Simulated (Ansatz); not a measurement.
# Run report: AlBNH2Cl, geometry relaxation

AlBNH2Cl, computed with UKS B3LYP-D4/6-31G* (Ansatz 0.2.0).

It belongs to a series of runs on one base structure; here: end point A relaxed. Figures and captions count atoms from 1; the log counts them from 0 in places.

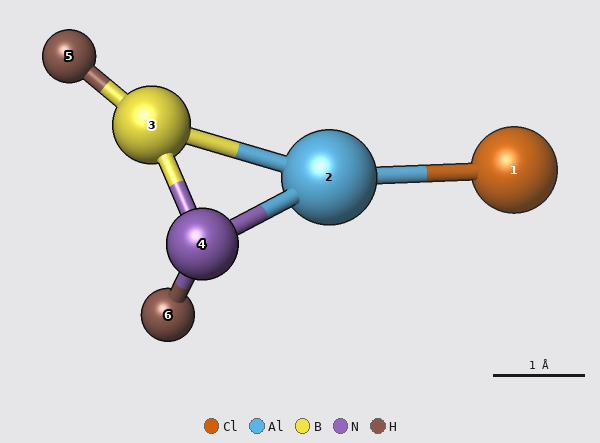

**Figure 1.** The input geometry (ball-and-stick view, seen at a tilt; atoms are numbered from 1 in the order of the input). Sticks mark near contacts.

## Summary

- outcome: converged
- total energy: −21320.4875 eV
- mean-field energy: −21320.2937 eV
- largest force (length of the vector) at the end: 0.021 eV/Å
- hardware: 2 threads of AMD EPYC (Zen 3), 16 GiB of memory available, shared host
- wall time: 22 s (CPU time 40 s)
- peak memory: 0.2 GiB

## Input
```yaml
crystal:
  periodic: [false, false, false]
  atoms:
    - { symbol: Cl, position_ang: [-1.4646, -2.8591, 0.2871] }
    - { symbol: Al, position_ang: [-0.3384, -0.9498, 0.1654] }
    - { symbol: B, position_ang: [0.6658, 0.6588, -0.7041] }
    - { symbol: "N", position_ang: [0.4701, 0.5946, 0.8359] }
    - { symbol: H, position_ang: [1.1053, 1.2356, -1.6503] }
    - { symbol: H, position_ang: [-0.3961, 1.256, 1.0198] }
magnetization:
  spin_polarized: true
basis:
  gaussian: { orbitals: "6-31G*" }
hamiltonian:
  xc: b3lyp
  dispersion: d4
relax:
  f_tol: 0.02
  max_steps: 50
output:
  orbitals: {}
```

Command:
```bash
ansatz run input.yaml --threads 2 --pin off --max-ram 3072MiB --backend cpu --events-out ev --progress --plain --runs-dir out
```

## Output
```
The last accepted step is kept in [file] (removed where the run ends without a failure and the disk answers)
Engine: ansatz 0.2.0, x86_64-unknown-linux-gnu
Functional definition: B3LYP
  parameter a0 = 0.2
  parameter ax = 0.72
  parameter ac = 0.81
  exchange = (1 - a0 - ax)*slater_x + ax*b88_x + a0*exact_x
  correlation = (1 - ac)*vwn_rpa_c + ac*lyp_c
750 factors; integrals over basis functions are off by at most 3.9e-4 eV
mean field evaluation 1: about -21310.4582 eV, gradient 4.2e1 eV
mean field evaluation 2: about -21266.9832 eV, gradient 8.9e1 eV
mean field evaluation 4: about -21317.9262 eV, gradient 6.4e0 eV
mean field evaluation 8: about -21318.1718 eV, gradient 1.3e-1 eV
mean field evaluation 16: about -21318.1719 eV, gradient 5.6e-5 eV
mean field -21318.17193373 eV, -783.4283685886 hartree, gradient 1.7e-5 eV, S^2 0.000000; 2 other end points of the search recorded, 0 dependent functions left out
the calculation of the forces begins
reference -21318.17217240 eV, -783.4283773596 hartree; 22, 22 occupied and 50, 50 virtual orbitals, 750 factors
relax step   1: F+E_penalty+E_count = -21318.35611865 eV  Δ(F+E_penalty+E_count) = +0.000e0 eV  max|allowed force component| = 3.005e0 eV/Å  Δτ_max = 0.0000 Å  (52 SCF iters, accepted)
these checks for a lower state are left out or cut short: starts, cluster_reference, orbital_swaps, neighbouring_geometries, increment
750 factors; integrals over basis functions are off by at most 3.6e-4 eV
mean field evaluation 32: about -21319.2133 eV, gradient 4.5e-2 eV
mean field -21319.21331579 eV, -783.4666386736 hartree, gradient 5.8e-5 eV, S^2 0.000000; 0 other end points of the search recorded, 0 dependent functions left out
the calculation of the forces begins
reference -21319.21355184 eV, -783.4666473483 hartree; 22, 22 occupied and 50, 50 virtual orbitals, 750 factors
relax step   2: F+E_penalty+E_count = -21319.40052542 eV  Δ(F+E_penalty+E_count) = -1.044e0 eV  max|allowed force component| = 2.800e0 eV/Å  Δτ_max = 0.1928 Å  (33 SCF iters, accepted)
these checks for a lower state are left out or cut short: starts, cluster_reference, orbital_swaps, neighbouring_geometries, increment
750 factors; integrals over basis functions are off by at most 3.9e-4 eV
mean field -21319.97519221 eV, -783.4946371154 hartree, gradient 5.9e-5 eV, S^2 0.000000; 0 other end points of the search recorded, 0 dependent functions left out
the calculation of the forces begins
reference -21319.97542402 eV, -783.4946456342 hartree; 22, 22 occupied and 50, 50 virtual orbitals, 750 factors
relax step   3: F+E_penalty+E_count = -21320.16567067 eV  Δ(F+E_penalty+E_count) = -7.651e-1 eV  max|allowed force component| = 1.469e0 eV/Å  Δτ_max = 0.1948 Å  (35 SCF iters, accepted)
these checks for a lower state are left out or cut short: starts, cluster_reference, orbital_swaps, neighbouring_geometries, increment
750 factors; integrals over basis functions are off by at most 3.9e-4 eV
mean field -21320.23617133 eV, -783.5042279211 hartree, gradient 8.6e-6 eV, S^2 0.000000; 0 other end points of the search recorded, 0 dependent functions left out
the calculation of the forces begins
reference -21320.23640089 eV, -783.5042363574 hartree; 22, 22 occupied and 50, 50 virtual orbitals, 750 factors
relax step   4: F+E_penalty+E_count = -21320.42901736 eV  Δ(F+E_penalty+E_count) = -2.633e-1 eV  max|allowed force component| = 6.121e-1 eV/Å  Δτ_max = 0.1774 Å  (33 SCF iters, accepted)
these checks for a lower state are left out or cut short: starts, cluster_reference, orbital_swaps, neighbouring_geometries, increment
750 factors; integrals over basis functions are off by at most 4.2e-4 eV
mean field -21320.26737321 eV, -783.5053745691 hartree, gradient 6.7e-5 eV, S^2 0.000000; 0 other end points of the search recorded, 0 dependent functions left out
the calculation of the forces begins
reference -21320.26760080 eV, -783.5053829332 hartree; 22, 22 occupied and 50, 50 virtual orbitals, 750 factors
relax step   5: F+E_penalty+E_count = -21320.46181572 eV  Δ(F+E_penalty+E_count) = -3.280e-2 eV  max|allowed force component| = 5.016e-1 eV/Å  Δτ_max = 0.1935 Å  (33 SCF iters, accepted)
these checks for a lower state are left out or cut short: starts, cluster_reference, orbital_swaps, neighbouring_geometries, increment
750 factors; integrals over basis functions are off by at most 3.5e-4 eV
mean field -21320.25536058 eV, -783.5049331132 hartree, gradient 1.1e-5 eV, S^2 0.000000; 0 other end points of the search recorded, 0 dependent functions left out
the calculation of the forces begins
reference -21320.25558864 eV, -783.5049414942 hartree; 22, 22 occupied and 50, 50 virtual orbitals, 750 factors
relax step   6: F+E_penalty+E_count = -21320.44923026 eV  Δ(F+E_penalty+E_count) = +1.259e-2 eV  max|allowed force component| = 4.279e-1 eV/Å  Δτ_max = 0.1288 Å  (32 SCF iters, rejected (line search))
these checks for a lower state are left out or cut short: starts, cluster_reference, orbital_swaps, neighbouring_geometries, increment
750 factors; integrals over basis functions are off by at most 3.9e-4 eV
mean field evaluation 64: about -21320.2912 eV, gradient 1.2e-4 eV
mean field -21320.29124967 eV, -783.5062520131 hartree, gradient 2.5e-5 eV, S^2 0.000000; 0 other end points of the search recorded, 0 dependent functions left out
the calculation of the forces begins
reference -21320.29147752 eV, -783.5062603863 hartree; 22, 22 occupied and 50, 50 virtual orbitals, 750 factors
relax step   7: F+E_penalty+E_count = -21320.48550860 eV  Δ(F+E_penalty+E_count) = -2.369e-2 eV  max|allowed force component| = 1.188e-1 eV/Å  Δτ_max = 0.0636 Å  (31 SCF iters, accepted)
these checks for a lower state are left out or cut short: starts, cluster_reference, orbital_swaps, neighbouring_geometries, increment
750 factors; integrals over basis functions are off by at most 3.9e-4 eV
mean field -21320.29327538 eV, -783.5063264563 hartree, gradient 6.3e-5 eV, S^2 0.000000; 0 other end points of the search recorded, 0 dependent functions left out
the calculation of the forces begins
reference -21320.29350326 eV, -783.5063348307 hartree; 22, 22 occupied and 50, 50 virtual orbitals, 750 factors
relax step   8: F+E_penalty+E_count = -21320.48675314 eV  Δ(F+E_penalty+E_count) = -1.245e-3 eV  max|allowed force component| = 4.804e-2 eV/Å  Δτ_max = 0.0223 Å  (30 SCF iters, accepted)
these checks for a lower state are left out or cut short: starts, cluster_reference, orbital_swaps, neighbouring_geometries, increment
750 factors; integrals over basis functions are off by at most 3.9e-4 eV
mean field -21320.29342567 eV, -783.5063319796 hartree, gradient 1.2e-5 eV, S^2 0.000000; 0 other end points of the search recorded, 0 dependent functions left out
the calculation of the forces begins
reference -21320.29365371 eV, -783.5063403597 hartree; 22, 22 occupied and 50, 50 virtual orbitals, 750 factors
relax step   9: F+E_penalty+E_count = -21320.48719014 eV  Δ(F+E_penalty+E_count) = -4.370e-4 eV  max|allowed force component| = 5.240e-2 eV/Å  Δτ_max = 0.0142 Å  (27 SCF iters, accepted)
these checks for a lower state are left out or cut short: starts, cluster_reference, orbital_swaps, neighbouring_geometries, increment
750 factors; integrals over basis functions are off by at most 3.9e-4 eV
mean field -21320.29347212 eV, -783.5063336863 hartree, gradient 5.2e-5 eV, S^2 0.000000; 0 other end points of the search recorded, 0 dependent functions left out
the calculation of the forces begins
reference -21320.29370016 eV, -783.5063420667 hartree; 22, 22 occupied and 50, 50 virtual orbitals, 750 factors
relax step  10: F+E_penalty+E_count = -21320.48725393 eV  Δ(F+E_penalty+E_count) = -6.378e-5 eV  max|allowed force component| = 1.588e-2 eV/Å  Δτ_max = 0.0026 Å  (24 SCF iters, accepted)
750 factors; integrals over basis functions are off by at most 3.9e-4 eV
mean field evaluation 96: about -21320.2935 eV, gradient 8.2e-4 eV
```

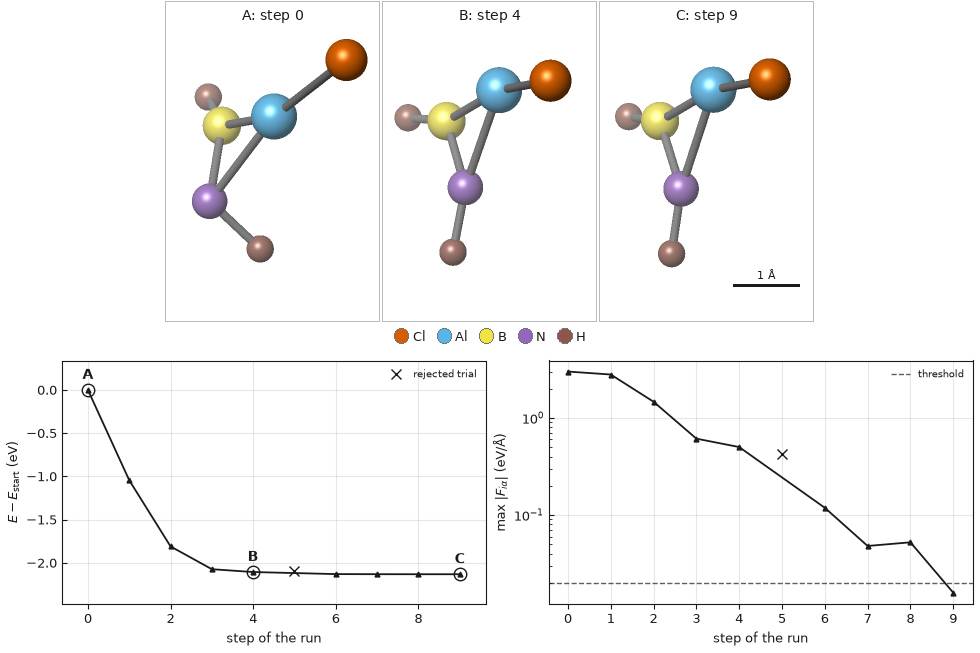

**Figure 2.** Frames of the relaxation (ball-and-stick view, seen at an oblique angle) above the curves, on which the letters mark them (the first geometry is step 0 here and step 1 in the log).

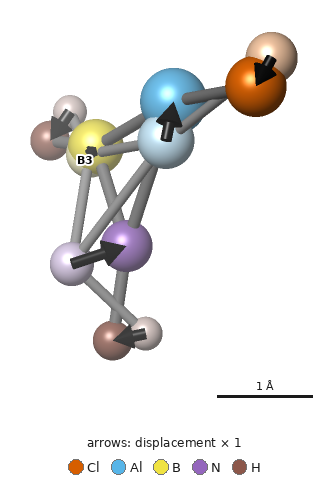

**Figure 3.** Start (faint) and end (solid) with the displacements as black arrows, at true length (ball-and-stick view, seen at an oblique angle). The two geometries are laid on each other by the best rigid fit. N4 moves most after the best rigid fit: 0.61 Å. Largest moves by element: N 0.61 Å, Al 0.43 Å, H 0.37 Å, Cl 0.35 Å, B 0.11 Å. Among the contacts that change: B3–N4 1.554 → 1.404 Å, Cl1–Al2 2.220 → 2.111 Å, N4–H6 1.105 → 1.021 Å, Al2–B3 2.086 → 2.007 Å. Among the angles that change: Al2–N4–H6 102.4° → 158.9°, Cl1–Al2–N4 155.7° → 127.9°, B3–N4–H6 103.8° → 125.6°. After 9 geometry steps the energy has fallen by 2.131 eV. Largest force component: 3 eV/Å at the start, 0.016 eV/Å at the end. The line search rejected the trial step at point 5 (counted from 0) and went back. (Atoms are counted from 1 in the order of the input.)

```
mean field -21320.29347212 eV, -783.5063336863 hartree, gradient 5.2e-5 eV, S^2 0.000000; 1 other end points of the search recorded, 0 dependent functions left out
the calculation of the forces begins
reference -21320.29370016 eV, -783.5063420667 hartree; 22, 22 occupied and 50, 50 virtual orbitals, 750 factors
Total energy: -21320.48748197 eV, -783.5134634169 hartree
Atom 0 at    -1.356670    -2.751128     0.623304 Å, force    -0.001183    -0.002674     0.000613 eV/Å
Atom 1 at    -0.296025    -1.131820    -0.218646 Å, force    -0.005122    -0.011228     0.000248 eV/Å
Atom 2 at     0.623699     0.573120    -0.743159 Å, force    -0.001939     0.009503     0.012261 eV/Å
Atom 3 at    -0.055364     0.540495     0.484961 Å, force     0.011472     0.006054    -0.015876 eV/Å
Atom 4 at     1.252196     1.390764    -1.338844 Å, force     0.000001    -0.002065    -0.002606 eV/Å
Atom 5 at    -0.125735     1.314668     1.146185 Å, force    -0.003229     0.000410     0.005362 eV/Å
Dipole moment:     0.068641     0.310880     0.087273 e Å
```

## Trajectory as extended XYZ (Å, eV, eV/Å), 10 frames, from step=1 to step=10
```
6
Properties=species:S:1:pos:R:3:forces:R:3 step=1 energy=-21318.35612
Cl   -1.4646   -2.8591    0.2871    0.5010   1.1835   0.4420
Al   -0.3384   -0.9498    0.1654    0.6891  -0.7829  -1.3643
B     0.6658    0.6588   -0.7041   -0.5515  -2.2822   1.6184
N     0.4701    0.5946    0.8359   -3.0046   1.4852  -1.7387
H     1.1053    1.2356   -1.6503    0.0152   0.7866   0.5631
H    -0.3961    1.2560    1.0198    2.3508  -0.3902   0.4796
6
Properties=species:S:1:pos:R:3:forces:R:3 step=2 energy=-21319.40053
Cl   -1.4664   -2.8355    0.4005    0.3452   0.7945   0.0908
Al   -0.3011   -1.0526    0.0067    0.5494  -0.4973  -0.0148
B     0.6838    0.5484   -0.7134    0.1408  -0.2208   1.3886
N     0.3465    0.5373    0.7713   -2.8002   1.3237  -2.5059
H     1.0944    1.3649   -1.5259   -0.3716  -0.2065   0.7040
H    -0.3152    1.3735    1.0147    2.1364  -1.1936   0.3372
6
Properties=species:S:1:pos:R:3:forces:R:3 step=3 energy=-21320.16567
Cl   -1.4567   -2.7872    0.4468   -0.0117   0.1170   0.1344
Al   -0.2468   -1.1381   -0.0663    0.5133   0.2196   0.1990
B     0.7038    0.4965   -0.6872    0.0743   0.8435   0.1213
N     0.1924    0.5379    0.6521   -1.4690   0.3024  -0.9088
H     1.0629    1.4003   -1.4343   -0.1024  -0.6045   0.4452
H    -0.2135    1.4267    1.0428    0.9956  -0.8781   0.0090
6
Properties=species:S:1:pos:R:3:forces:R:3 step=4 energy=-21320.42902
Cl   -1.4421   -2.7410    0.5405    0.0519   0.0111   0.0449
Al   -0.2026   -1.1783   -0.1512    0.0184   0.3252   0.2555
B     0.6607    0.5374   -0.7016    0.1698   0.6121  -0.2297
N     0.0409    0.5315    0.5601   -0.2385  -0.5802  -0.6073
H     1.1389    1.4143   -1.3917   -0.0903  -0.4339   0.2872
H    -0.1537    1.3722    1.0977    0.0888   0.0657   0.2495
6
Properties=species:S:1:pos:R:3:forces:R:3 step=5 energy=-21320.46182
Cl   -1.3253   -2.7462    0.6579   -0.0143  -0.0070  -0.0055
Al   -0.3300   -1.1135   -0.2368   -0.0477  -0.2964  -0.2679
B     0.5795    0.5990   -0.7784    0.2782  -0.3617   0.0061
N    -0.0719    0.5340    0.4539   -0.2264   0.4597   0.5016
H     1.3014    1.3816   -1.2919   -0.0284   0.2171  -0.2304
H    -0.1116    1.2812    1.1490    0.0386  -0.0118  -0.0038
6
Properties=species:S:1:pos:R:3:forces:R:3 step=6 energy=-21320.44923 accepted=F
Cl   -1.2569   -2.7880    0.6500   -0.1179   0.0523  -0.0391
Al   -0.4452   -1.0710   -0.2754    0.2920  -0.1026   0.1047
B     0.6433    0.5540   -0.7329   -0.4279   0.1373   0.0353
N    -0.0904    0.5599    0.4722    0.1325  -0.0081  -0.1147
H     1.3009    1.3593   -1.3126    0.1108  -0.0426   0.0367
H    -0.1096    1.3219    1.1525    0.0105  -0.0364  -0.0229
6
Properties=species:S:1:pos:R:3:forces:R:3 step=7 energy=-21320.48551
Cl   -1.3449   -2.7446    0.6219   -0.0410  -0.0634   0.0233
Al   -0.3010   -1.1221   -0.2224   -0.0495  -0.1188   0.0072
B     0.6170    0.5702   -0.7458    0.0745   0.1094   0.0021
N    -0.0592    0.5437    0.4844   -0.0056  -0.0084  -0.0092
H     1.2576    1.3788   -1.3379    0.0047   0.0413  -0.0223
H    -0.1274    1.3101    1.1535    0.0169   0.0399  -0.0010
6
Properties=species:S:1:pos:R:3:forces:R:3 step=8 energy=-21320.48675
Cl   -1.3539   -2.7631    0.6133   -0.0008   0.0177   0.0108
Al   -0.3018   -1.1282   -0.2101    0.0070  -0.0265  -0.0270
B     0.6217    0.5721   -0.7406   -0.0087  -0.0480  -0.0181
N    -0.0564    0.5449    0.4880    0.0065   0.0418   0.0199
H     1.2515    1.3848   -1.3390    0.0152   0.0282  -0.0102
H    -0.1190    1.3257    1.1422   -0.0191  -0.0132   0.0246
6
Properties=species:S:1:pos:R:3:forces:R:3 step=9 energy=-21320.48719
Cl   -1.3569   -2.7521    0.6218    0.0000  -0.0011   0.0006
Al   -0.2957   -1.1318   -0.2177   -0.0105  -0.0198   0.0020
B     0.6232    0.5724   -0.7432   -0.0001   0.0117   0.0181
N    -0.0552    0.5403    0.4856    0.0116   0.0524   0.0095
H     1.2515    1.3903   -1.3385    0.0006  -0.0002  -0.0055
H    -0.1249    1.3171    1.1458   -0.0015  -0.0430  -0.0246
6
Properties=species:S:1:pos:R:3:forces:R:3 step=10 energy=-21320.48725
Cl   -1.3567   -2.7511    0.6233   -0.0012  -0.0027   0.0006
Al   -0.2960   -1.1318   -0.2186   -0.0051  -0.0112   0.0002
B     0.6237    0.5731   -0.7432   -0.0019   0.0095   0.0123
N    -0.0554    0.5405    0.4850    0.0115   0.0061  -0.0159
H     1.2522    1.3908   -1.3388    0.0000  -0.0021  -0.0026
H    -0.1257    1.3147    1.1462   -0.0032   0.0004   0.0054
```

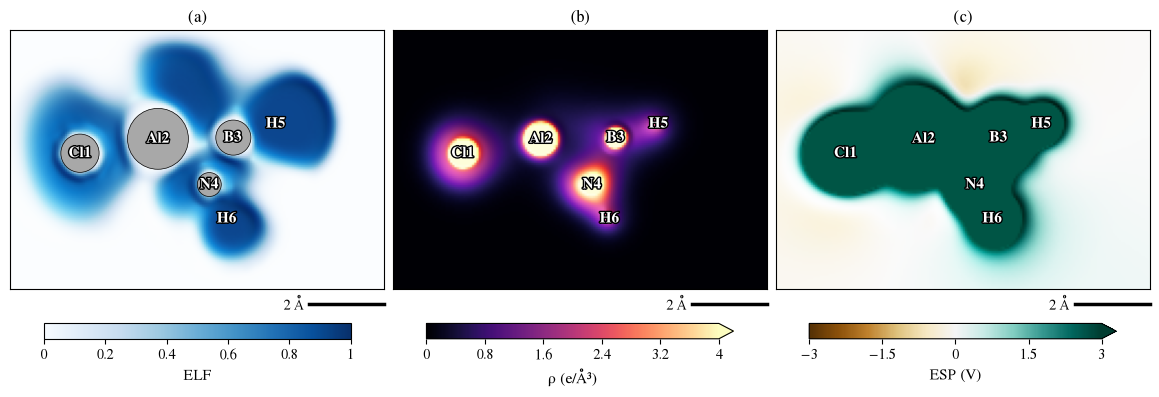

**Figure 4.** (a) electron localisation function; (b) electron density; (c) molecular electrostatic potential on the molecular plane. Grey discs, where drawn, cover atomic cores. The section cuts through Cl, Al, B, N and H sites. Al–N (1.83 Å): ρ at the midpoint is about 0.67 e/Å³; the ELF peaks at about 0.85 in the valence shell of N, 0.6 Å from its nucleus, and is about 0.40 at the midpoint. Al–B (2.01 Å): ρ is about 0.5 e/Å³ halfway; the ELF peaks at about 0.60 in the valence shell of B, 0.8 Å from its nucleus, and is about 0.50 at the midpoint. Al–Cl (2.11 Å): ρ is about 0.71 e/Å³ halfway; the ELF peaks at about 0.85 in the valence shell of Cl, 0.9 Å from its nucleus, and is about 0.80 at the midpoint. N–H (1.02 Å): ρ at the midpoint is about 2.7 e/Å³, with its minimum of 2.1 e/Å³ about 0.8 Å from N; the ELF climbs to about 1 towards the hydrogen, as it does in any bond to H; a covalent bond by its length.

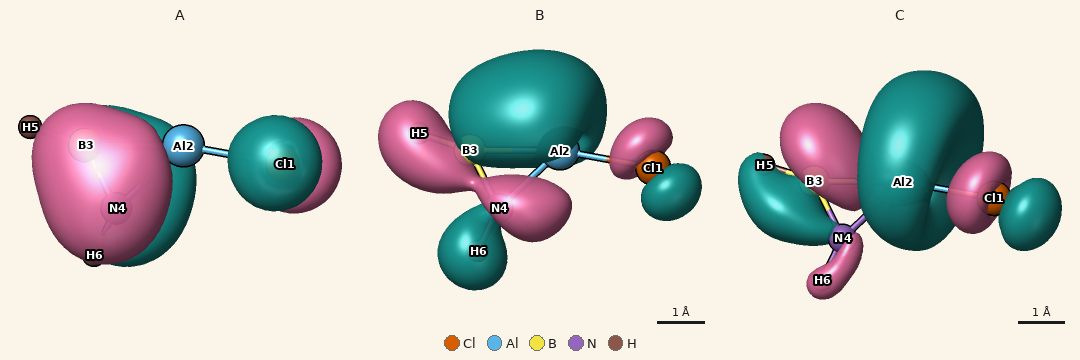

**Figure 5.** Three frontier orbitals at ±0.08 Å⁻³ᐟ² (teal and pink are the two phases). A is the HOMO−1 (α) (−8.68 eV). B is the HOMO (α) (−6.37 eV). It lies mainly on Al2 (40 %), B3 (30 %) and N4 (15 %); it is symmetric in the molecular plane (σ or in-plane lone-pair type). C is the LUMO (α) (−1.45 eV). Its weight (Hirshfeld) is mainly on Al2 (50 %), B3 (25 %) and Cl1 (15 %); it is symmetric in the molecular plane (σ or in-plane lone-pair type). The HOMO–LUMO gap is 4.92 eV between the orbital energies.
